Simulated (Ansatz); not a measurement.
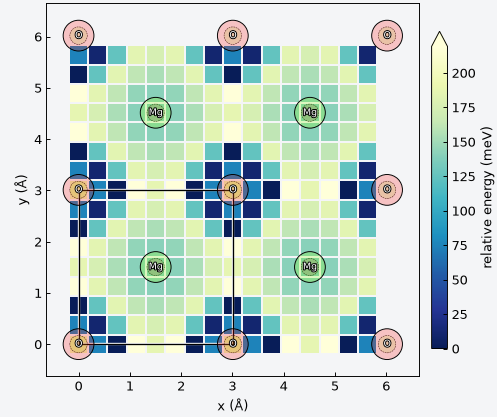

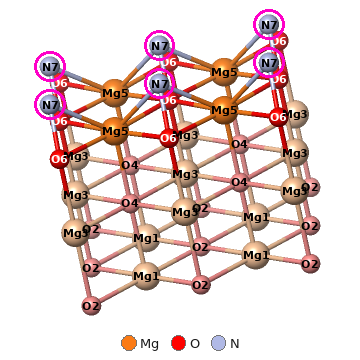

Energy landscape of N on a MgO(100) slab cut from the Fm-3m phase, its upper half relaxed before the scan (6 atoms of substrate and one adsorbate in a 1 × 1 cell). 
- N is moved over the surface cell; relaxed at each place: the height of the adsorbate's atoms; substrate rigid; the origin of the map has the adsorbate above O6.
- Places are given modulo a cell vector. The map is drawn in real space over the plane of the surface.
- The scan uses an 8 × 8 grid; 15 points were computed and 49 follow by symmetry.
- All energies are given in meV relative to the lowest grid point.
- Energies and slopes of some neighbouring points disagree (a jump in structure or state, or too coarse a mesh). The relaxed height changes by up to 1.2 Å between neighbouring points. The magnetic moment jumps between some neighbouring points. With one adsorbate in each 1 × 1 cell, its nearest image is 3.0 Å away, so neighbouring adsorbates interact.
- Theory: Ansatz, DFT PBE, scalar-relativistic, plane waves, PAW. Settings: cutoff 420 eV, k-mesh 9×9×1, gaussian smearing 0.05 eV, spin-polarised.

The picture shows one coloured cell a grid point, labelled circles for the atoms of the top layer and small ones for the second layer, the outline of one cell of the 2 × 2 shown, one colour for all values above the top of the scale. The second picture is the structure at the lowest point; rings mark the moved atoms.

Where are the lowest and the highest points?

The lowest grid point is at (0/8, 2/8) of the cell vectors [nearest 1 O at 1.51 Å]. The same energy is found at (0/8, 6/8) of the cell vectors [nearest 1 O at 1.51 Å]; (2/8, 0/8) of the cell vectors [nearest 1 O at 1.51 Å]; (6/8, 0/8) of the cell vectors [nearest 1 O at 1.51 Å]. The highest grid point, (0/8, 3/8) of the cell vectors [nearest 1 O at 1.69 Å], lies 421 meV above the lowest. At the lowest point the adsorbate has 1 O at 1.51 Å as nearest neighbours, at the highest 1 O at 1.69 Å. Its relaxed height above the top atom is 1.31 Å at the lowest and 1.26 Å at the highest point.

Each point was launched as `ansatz run input.yaml --threads 2 --pin off --max-ram 6144MiB --backend cpu --events-out ev --progress --plain --runs-dir out`. The whole map (15 points run) took 23 min on 2 threads of AMD EPYC 7R43 64-Core Processor (Zen 3), on a shared host.

PAW datasets: the set soft_1.
